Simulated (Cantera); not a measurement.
Input: 1 mol Si₃N₄, 33 mol HCl, equilibrated at 31.0 Pa.

These are equilibrium values from Cantera (NASA tables, ideal gas, pure condensed phases), not measurements of a reactor. Candidate condensed phases: NH₄Cl, Si, Si₃N₄; 28 gas species. The tables' values for SiCl₃, SiCl are old estimates; treat these amounts as uncertain. Kinetics and transport are ignored.

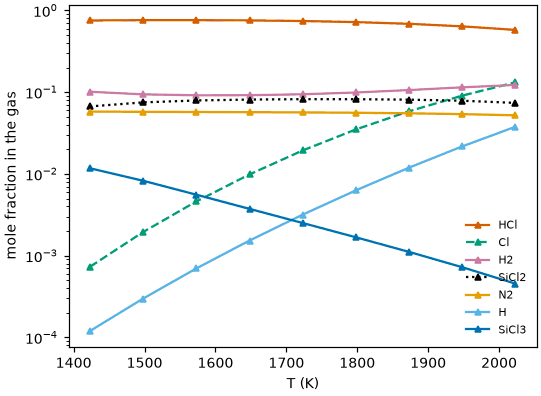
Figure: Equilibrium gas composition (values under 1e-9 drawn at 1e-9)

From 1423 K to 2023 K nothing is condensed. The main Si-bearing gas is SiCl₂ throughout.
